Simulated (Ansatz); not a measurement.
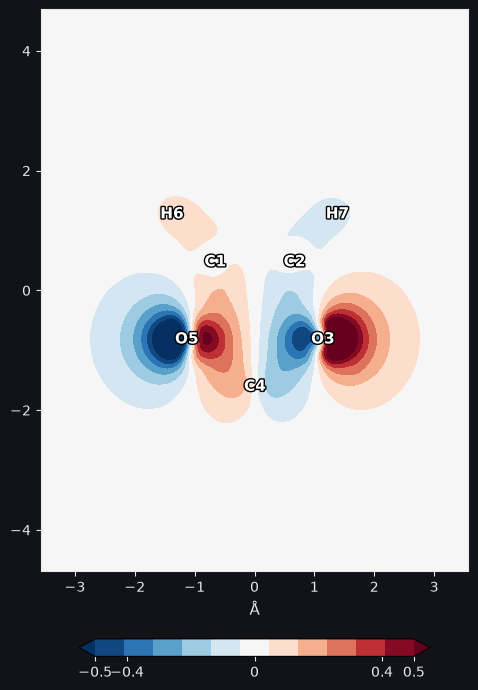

*C₃H₄O₂ (SMILES C1=COCO1). The HOMO−1 on the plane of atoms C2, C1 and H6 (values in Å⁻³ᐟ²; the overall sign is arbitrary).*

Geometry: PBE0-D4/def2-TZVP.

The calculation used RKS PBE0-D4/def2-TZVPP (Ansatz 0.2.0).

```tsv
atom	x (Å)	y (Å)	z (Å)
C	0.1965	1.1251	-0.0407
C	0.7344	0.2328	-0.8576
O	0.1359	-0.9944	-0.6803
C	-0.5671	-0.8475	0.5382
O	-0.7875	0.5375	0.7222
H	0.3593	2.1821	0.0792
H	1.4826	0.3190	-1.6262
H	-1.5211	-1.3721	0.4832
H	0.0556	-1.2290	1.3649
```

> What is the character of this orbital?

By Hirshfeld shares it lies mainly on O3 (about 40 %) and O5 (about 40 %); largely a combination of lone pairs on O3 and O5. Its energy is −9.87 eV.
